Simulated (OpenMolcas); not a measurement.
Relativistic diatomic calculation for SiC (part 2 of 2)

Continued. System: SiC. Method: SA-CASSCF(8,8)/XMS-CASPT2 + RASSI spin-orbit (X2C scalar, AMFI), ANO-RCC-VTZP (OpenMolcas).

### Output (extracts), continued
```
++ Dipole transition strengths (spin-free states):
     for osc. strength at least  1.00000000E-05
      From   To        Osc. strength     Einstein coefficients Ax, Ay, Az (sec-1)    Total A (sec-1)
         1    7       1.51209857E-03  1.98871915E+00  2.40054905E+04  0.00000000E+00  2.40074792E+04
         1    8       4.73936256E-04  1.22831201E+05  1.01663942E+01  0.00000000E+00  1.22841368E+05
         1    4       1.66407446E-02  0.00000000E+00  0.00000000E+00  6.81517842E+06  6.81517842E+06
         1    6       1.02885454E-02  0.00000000E+00  0.00000000E+00  6.40071876E+06  6.40071876E+06
         2    7       1.51209858E-03  2.40054906E+04  1.98871769E+00  0.00000000E+00  2.40074794E+04
         2    8       4.73936170E-04  1.01664834E+01  1.22831179E+05  0.00000000E+00  1.22841346E+05
         2    3       1.66407444E-02  0.00000000E+00  0.00000000E+00  6.81517833E+06  6.81517833E+06
         2    5       1.02885459E-02  0.00000000E+00  0.00000000E+00  6.40071905E+06  6.40071905E+06
         9   13       5.18826782E-04  1.09940909E+00  4.06445355E+03  0.00000000E+00  4.06555296E+03
         9   14       5.18826852E-04  4.06445604E+03  1.09923240E+00  0.00000000E+00  4.06555527E+03
         9   12       3.86571161E-04  0.00000000E+00  0.00000000E+00  2.74542648E+04  2.74542648E+04
         7    4       1.73519655E-03  2.51696502E+00  4.58350000E+05  0.00000000E+00  4.58352517E+05
         7    3       1.73519648E-03  4.58349984E+05  2.51695627E+00  0.00000000E+00  4.58352501E+05
         7    5       1.94730543E-04  8.55288952E+04  2.19108807E+00  0.00000000E+00  8.55310862E+04
         7    6       1.94730521E-04  2.19110830E+00  8.55288857E+04  0.00000000E+00  8.55310768E+04
        13   10       1.08889330E-03  3.24414126E+02  5.51606360E+03  0.00000000E+00  5.84047772E+03
        13   11       1.09817272E-03  5.65827201E+03  3.32779352E+02  0.00000000E+00  5.99105136E+03
        13   12       3.11181614E-03  2.66504504E+01  9.85395704E+04  0.00000000E+00  9.85662209E+04
        14   10       1.08889374E-03  5.51606276E+03  3.24414267E+02  0.00000000E+00  5.84047703E+03
        14   11       1.09817215E-03  3.32780037E+02  5.65826510E+03  0.00000000E+00  5.99104514E+03
        14   12       3.11181473E-03  9.85395014E+04  2.66535819E+01  0.00000000E+00  9.85661550E+04
        15   17       7.26776904E-05  3.61645601E+02  9.97562889E+03  0.00000000E+00  1.03372745E+04
        16   17       7.26776626E-05  9.97562253E+03  3.61645782E+02  0.00000000E+00  1.03372683E+04
         8    5       1.64108501E-03  2.96342368E+00  1.28323372E+05  0.00000000E+00  1.28326335E+05
         8    6       1.64108505E-03  1.28323374E+05  2.96341733E+00  0.00000000E+00  1.28326338E+05
         4    6       2.71659118E-03  0.00000000E+00  0.00000000E+00  6.01389405E+04  6.01389405E+04
         3    5       2.71659118E-03  0.00000000E+00  0.00000000E+00  6.01389405E+04  6.01389405E+04
 Electric-quadrupole - electric-quadrupole not included
 Electric-dipole - electric-octupole not included
 Electric-dipole - magnetic-quadrupole not included
   Eigenvalues of complex Hamiltonian:
  (Shifted by EMIN (a.u.) =       -327.4887574550)
 SO State       Relative EMIN(au)   Rel lowest level(eV)    D:o, cm**(-1)      Omega
     1            -0.0001685534        0.0000000000              0.0000         2.0
     2            -0.0001685526        0.0000000230              0.0002         2.0
     3            -0.0000018164        0.0045371456             36.5945         1.0
     4            -0.0000018164        0.0045371456             36.5945         1.0
     5             0.0001642535        0.0090561380             73.0427         0.0
     6             0.0001669900        0.0091306014             73.6433         0.0
     7             0.0186254813        0.5114117395           4124.8139         0.0
     8             0.0222275270        0.6094283950           4915.3715         1.0
     9             0.0222275270        0.6094283950           4915.3715         1.0
    10             0.0222289300        0.6094665732           4915.6794         0.0
    11             0.0342445294        0.9364276883           7552.7987         1.0
    12             0.0342445327        0.9364277804           7552.7994         1.0
    13             0.0471629792        1.2879566161          10388.0707         2.0
    14             0.0472730633        1.2909521587          10412.2314         2.0
    15             0.0656431876        1.7908287055          14444.0076         0.0
    16             0.0886619127        2.4172001236          19496.0338         1.0
    17             0.0886619127        2.4172001236          19496.0338         1.0
    18             0.0887832696        2.4205024143          19522.6686         0.0
    19             0.0887870549        2.4206054163          19523.4993         0.0
    20             0.0889087498        2.4239169058          19550.2083         1.0
    21             0.0889087570        2.4239171004          19550.2099         1.0
    22             0.0890325675        2.4272861558          19577.3831         2.0
    23             0.0890325675        2.4272861558          19577.3831         2.0
    24             0.0891564535        2.4306572659          19604.5730         3.0
    25             0.0891564535        2.4306572659          19604.5730         3.0
    26             0.0898197360        2.4487061022          19750.1467         0.0
    27             0.0898200358        2.4487142595          19750.2125         1.0
    28             0.0898200358        2.4487142594          19750.2124         1.0
    29             0.1127812254        3.0735200574          24789.6111         2.0
    30             0.1127812268        3.0735200966          24789.6114         2.0
    31             0.1129017668        3.0768001576          24816.0669         1.0
    32             0.1129017668        3.0768001576          24816.0669         1.0
    33             0.1130223947        3.0800826104          24842.5416         0.0
    34             0.1130225090        3.0800857192          24842.5667         0.0
    35             0.1391200627        3.7902363336          30570.3177         0.0
    36             0.1391205986        3.7902509176          30570.4353         0.0
    37             0.1391500488        3.7910522971          30576.8989         1.0
    38             0.1391500488        3.7910522971          30576.8989         1.0
    39             0.1391793809        3.7918504642          30583.3365         2.0
    40             0.1391793810        3.7918504671          30583.3365         2.0
    41             0.1554452774        4.2344680577          34153.2882         0.0
    42             0.1554453977        4.2344713313          34153.3146         1.0
    43             0.1554453977        4.2344713313          34153.3146         1.0
    44             0.1554457587        4.2344811522          34153.3938         2.0
    45             0.1554457587        4.2344811522          34153.3938         2.0
 Weights of the five most important spin-orbit-free states for each spin-orbit state.
 SO State  Total energy (au)           Spin-free states, spin, and weights
    1        -0.000169       1 1.0  0.5000    2 1.0  0.5000   10 0.0  0.0000   15 2.0  0.0000   16 2.0  0.0000
    2        -0.000169       1 1.0  0.5000    2 1.0  0.5000   11 0.0  0.0000   15 2.0  0.0000   16 2.0  0.0000
    3        -0.000002       2 1.0  0.9999    7 1.0  0.0000   14 0.0  0.0000    1 1.0  0.0000   16 2.0  0.0000
    4        -0.000002       1 1.0  0.9999    7 1.0  0.0000   13 0.0  0.0000    2 1.0  0.0000   15 2.0  0.0000
    5         0.000164       2 1.0  0.4999    1 1.0  0.4999    9 0.0  0.0001    7 1.0  0.0000   12 0.0  0.0000
    6         0.000167       2 1.0  0.5000    1 1.0  0.5000    8 1.0  0.0000   15 2.0  0.0000   16 2.0  0.0000
    7         0.018625       9 0.0  0.9992    7 1.0  0.0007    2 1.0  0.0000    1 1.0  0.0000    6 1.0  0.0000
    8         0.022228       7 1.0  0.9999   13 0.0  0.0001    1 1.0  0.0000   15 2.0  0.0000   16 2.0  0.0000
    9         0.022228       7 1.0  0.9999   14 0.0  0.0001    2 1.0  0.0000   16 2.0  0.0000   15 2.0  0.0000
   10         0.022229       7 1.0  0.9992    9 0.0  0.0007   12 0.0  0.0001    2 1.0  0.0000    1 1.0  0.0000
   11         0.034245      13 0.0  0.9999    7 1.0  0.0001    1 1.0  0.0000    4 1.0  0.0000    8 1.0  0.0000
   12         0.034245      14 0.0  0.9999    7 1.0  0.0001    2 1.0  0.0000    3 1.0  0.0000    8 1.0  0.0000
   13         0.047163      10 0.0  1.0000    4 1.0  0.0000    3 1.0  0.0000    1 1.0  0.0000    2 1.0  0.0000
   14         0.047273      11 0.0  1.0000    4 1.0  0.0000    3 1.0  0.0000    2 1.0  0.0000    1 1.0  0.0000
   15         0.065643      12 0.0  0.9999    7 1.0  0.0001    3 1.0  0.0000    4 1.0  0.0000    2 1.0  0.0000
   16         0.088662      15 2.0  0.4988   16 2.0  0.4988    8 1.0  0.0024    7 1.0  0.0000   17 2.0  0.0000
   17         0.088662      15 2.0  0.4988   16 2.0  0.4988    8 1.0  0.0024    7 1.0  0.0000   17 2.0  0.0000
   18         0.088783      15 2.0  0.4985   16 2.0  0.4985    8 1.0  0.0030    4 1.0  0.0000    3 1.0  0.0000
   19         0.088787      15 2.0  0.5000   16 2.0  0.5000    7 1.0  0.0000    4 1.0  0.0000    3 1.0  0.0000
   20         0.088909      15 2.0  0.9993    8 1.0  0.0006    4 1.0  0.0000   16 2.0  0.0000    6 1.0  0.0000
   21         0.088909      16 2.0  0.9993    8 1.0  0.0006    3 1.0  0.0000   15 2.0  0.0000    5 1.0  0.0000
   22         0.089033      16 2.0  0.5000   15 2.0  0.5000    3 1.0  0.0000    4 1.0  0.0000    5 1.0  0.0000
   23         0.089033      16 2.0  0.5000   15 2.0  0.5000    3 1.0  0.0000    4 1.0  0.0000    5 1.0  0.0000
   24         0.089156      16 2.0  0.5000   15 2.0  0.5000    8 1.0  0.0000    7 1.0  0.0000   17 2.0  0.0000
   25         0.089156      16 2.0  0.5000   15 2.0  0.5000    8 1.0  0.0000    7 1.0  0.0000   17 2.0  0.0000
   26         0.089820       8 1.0  0.9970   16 2.0  0.0015   15 2.0  0.0015    3 1.0  0.0000    4 1.0  0.0000
   27         0.089820       8 1.0  0.9970   16 2.0  0.0018   15 2.0  0.0012    3 1.0  0.0000    2 1.0  0.0000
   28         0.089820       8 1.0  0.9970   15 2.0  0.0018   16 2.0  0.0012    4 1.0  0.0000    1 1.0  0.0000
   29         0.112781       3 1.0  0.5000    4 1.0  0.5000   17 2.0  0.0000   16 2.0  0.0000   15 2.0  0.0000
   30         0.112781       4 1.0  0.5000    3 1.0  0.5000   17 2.0  0.0000   16 2.0  0.0000   15 2.0  0.0000
   31         0.112902       4 1.0  0.9999   15 2.0  0.0000    8 1.0  0.0000   17 2.0  0.0000   16 2.0  0.0000
   32         0.112902       3 1.0  0.9999   16 2.0  0.0000    8 1.0  0.0000   17 2.0  0.0000   15 2.0  0.0000
   33         0.113022       4 1.0  0.5000    3 1.0  0.5000    8 1.0  0.0000   16 2.0  0.0000   15 2.0  0.0000
   34         0.113023       4 1.0  0.5000    3 1.0  0.5000   12 0.0  0.0000   16 2.0  0.0000   15 2.0  0.0000
   35         0.139120       5 1.0  0.5000    6 1.0  0.5000   16 2.0  0.0000   15 2.0  0.0000    8 1.0  0.0000
   36         0.139121       5 1.0  0.5000    6 1.0  0.5000   17 2.0  0.0000    7 1.0  0.0000   16 2.0  0.0000
   37         0.139150       6 1.0  1.0000   17 2.0  0.0000   15 2.0  0.0000    7 1.0  0.0000   16 2.0  0.0000
   38         0.139150       5 1.0  1.0000   17 2.0  0.0000   16 2.0  0.0000    7 1.0  0.0000   15 2.0  0.0000
   39         0.139179       6 1.0  0.5000    5 1.0  0.5000   17 2.0  0.0000   16 2.0  0.0000   15 2.0  0.0000
   40         0.139179       6 1.0  0.5000    5 1.0  0.5000   17 2.0  0.0000   16 2.0  0.0000   15 2.0  0.0000
   41         0.155445      17 2.0  1.0000    3 1.0  0.0000    4 1.0  0.0000    5 1.0  0.0000    6 1.0  0.0000
   42         0.155445      17 2.0  1.0000    3 1.0  0.0000    4 1.0  0.0000    5 1.0  0.0000    6 1.0  0.0000
   43         0.155445      17 2.0  1.0000    3 1.0  0.0000    4 1.0  0.0000    5 1.0  0.0000    6 1.0  0.0000
   44         0.155446      17 2.0  1.0000    3 1.0  0.0000    4 1.0  0.0000    5 1.0  0.0000    6 1.0  0.0000
   45         0.155446      17 2.0  1.0000    3 1.0  0.0000    4 1.0  0.0000    5 1.0  0.0000    6 1.0  0.0000
++ Dipole transition strengths (SO states):
        for osc. strength at least   1.00000000E-05
      From   To        Osc. strength     Einstein coefficients Ax, Ay, Az (sec-1)    Total A (sec-1)
         1    8       7
```

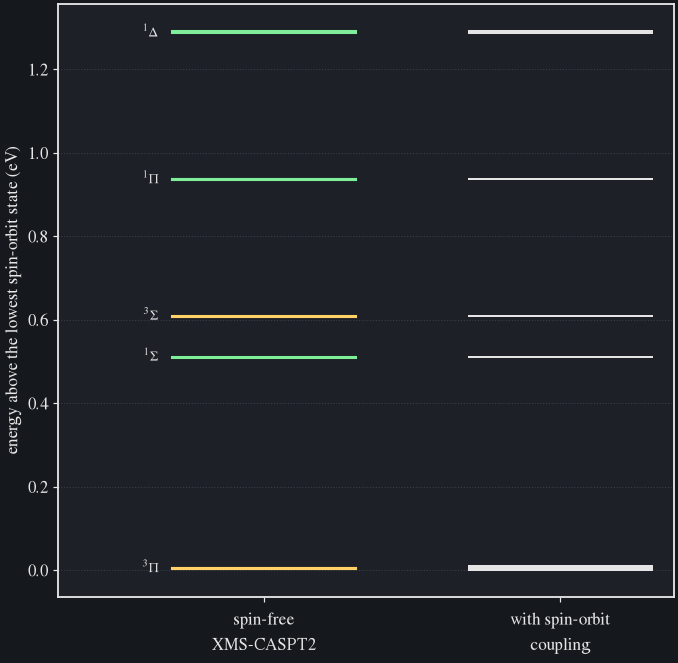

Fig. 2: States up to 1.5 eV at 1.737 Å, without spin-orbit coupling (left, a colour for each spin multiplicity) and with it (right, where close levels merge). The spin-free states run ³Π (0.00 eV), ¹Σ (0.51 eV), ³Σ (0.60 eV), ¹Π (0.93 eV), ¹Δ (1.28 eV) from the lowest. The lowest spin-orbit levels have |Ω| = 2 (0 cm⁻¹), 1 (37 cm⁻¹), 0 (73 cm⁻¹), 0 (4,125 cm⁻¹), 1 (4,915 cm⁻¹).

### Summary

- outcome: converged; components of a degenerate state are split by 24 cm⁻¹
- lowest spin-free state: ³Π
- lowest spin-orbit level: Ω = 2, −327.48893 hartree
- next level: Ω = 1, 37 cm⁻¹
- hardware: 1 thread of Arm Neoverse V2, 24 GiB of memory available, shared host
- wall time: 26 s

### Notes

Caveats: the two components of ¹Δ at 1.29 eV, degenerate in CASSCF as they must be, are split by 24 cm⁻¹ in XMS-CASPT2, an artefact that passes into its spin-orbit levels.
